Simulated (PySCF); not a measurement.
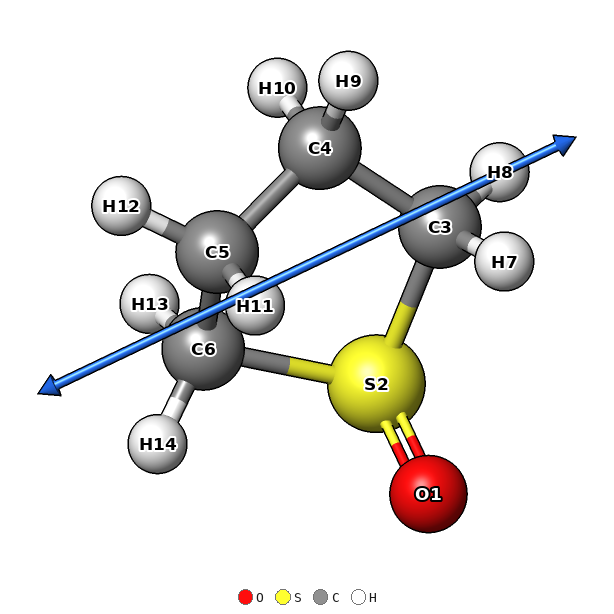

The double arrow shows the direction of the transition dipole to excited singlet state 2 (its length means nothing). Computed geometry: GFN2-xTB optimisation. No frequency run is at hand to confirm it as a minimum. Method: TDDFT PBE0/def2-SVPD, vertical, gas phase, core orbitals frozen in the response (PySCF 2.14.0).

Question: Where does the transition lie, and how strong is it?

Answer: 5.75 eV (216 nm), oscillator strength 0.037, mainly HOMO → LUMO+1 (weight 0.85); transition dipole 1.31 D.
